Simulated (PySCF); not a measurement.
System: C6H10BFO (SMILES C#C[C@H](C)CCOBF).

```xyz
19

C    -2.9250   -1.7667   -0.1798
C    -1.9584   -1.0943    0.0323
C    -0.7960   -0.2533    0.2669
C    -1.2376    1.2090    0.3767
C     0.2193   -0.4828   -0.8651
C     1.5702    0.1874   -0.6145
O     2.2187   -0.3990    0.5041
B     2.3678    0.1748    1.6794
F     1.9342    1.4214    1.9052
H    -3.7696   -2.3639   -0.3544
H    -0.3389   -0.5612    1.2164
H    -0.4120    1.8395    0.6949
H    -1.6103    1.5668   -0.5814
H    -2.0353    1.2994    1.1109
H    -0.1888   -0.0986   -1.8019
H     0.3833   -1.5567   -0.9783
H     2.2254    0.0222   -1.4764
H     1.4483    1.2640   -0.4629
H     2.8950   -0.3986    2.5509
```

Geometry: GFN2-xTB.

Level of theory: PBE0/pcSseg-1, SCF density, gas phase, non-relativistic in PySCF.

What can the converged electron density and electron localisation function tell about the bonding?

C–C (1.20 Å): ρ at the midpoint is about 2.7 e/Å³; the ELF peaks at about 0.85 between the atoms; a multiple bond.
C–H (1.05 Å): ρ at the midpoint is about 2.1 e/Å³; the ELF climbs to about 1 towards the hydrogen, as it does in any bond to H; an ordinary covalent bond to hydrogen.

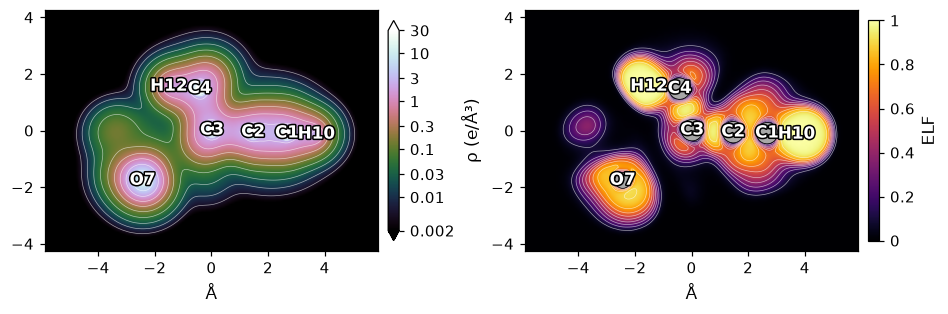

Computed electron density and electron localisation function on the plane of atoms C2, C3 and C4, in this order. Grey discs cover the atomic cores in the ELF map. 
